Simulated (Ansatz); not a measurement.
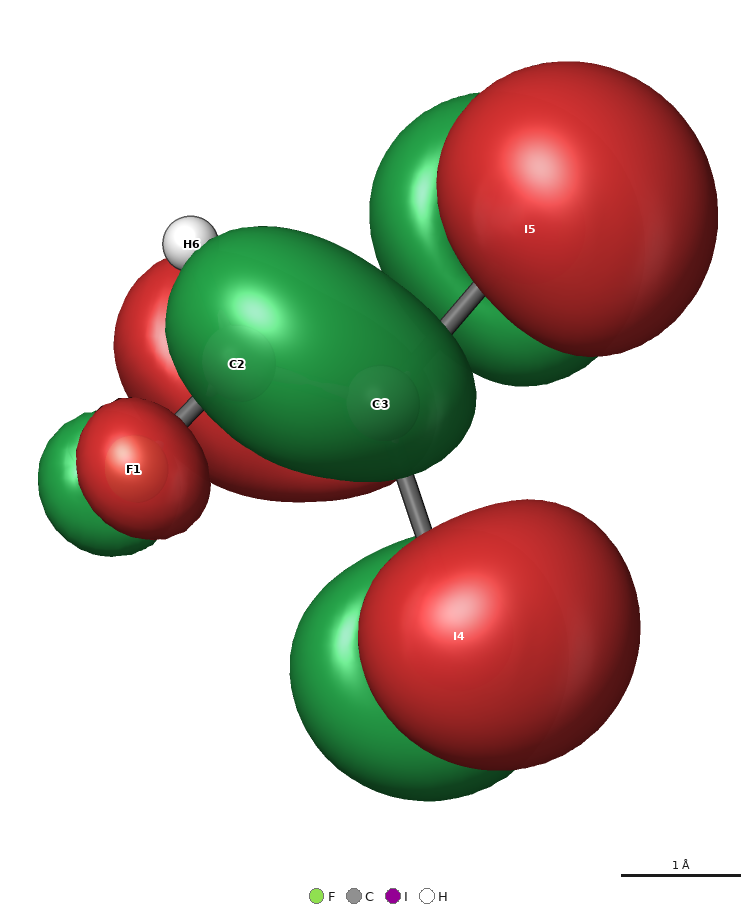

*C$_{2}$HFI$_{2}$. The HOMO at ±0.08 Å⁻³ᐟ² (green and red are the two phases), seen at a tilt.*

Geometry: PBE0-D4/def2-TZVP; core potentials replace the inner electrons of I.

Computed with Ansatz 0.2.0, RKS PBE0-D4/def2-TZVPP.

Input file:

```
crystal:
  periodic: [false, false, false]
  atoms:
    - {symbol: F, position_ang: [0.093532, -1.290470, 1.336119]}
    - {symbol: C, position_ang: [0.206853, -0.103759, 0.751750]}
    - {symbol: C, position_ang: [-0.116263, 0.097583, -0.517752]}
    - {symbol: I, position_ang: [-0.831452, -1.430060, -1.711622]}
    - {symbol: I, position_ang: [0.104344, 1.996021, -1.318231]}
    - {symbol: H, position_ang: [0.584987, 0.666684, 1.413536]}
basis:
  gaussian: {orbitals: def2-TZVPP}
hamiltonian: {xc: pbe0, dispersion: d4}
output: {orbitals: {seedname: orbitals}}
```

Run with:

```sh
ansatz run in.yaml --threads 4 --pin off --events-out ev --progress --plain --max-ram 10444MiB
```

Where does this orbital lie, and at what energy?

Answer. It lies mainly on I5 (about 30 %), I4 (about 25 %), C2 (about 20 %), C3 (about 15 %) and F1 (about 5 %); it changes sign across the molecular plane (π type); π-bonding across C2–C3; π-antibonding (a node) across C3–I4 and C3–I5. Its energy is −7.05 eV.
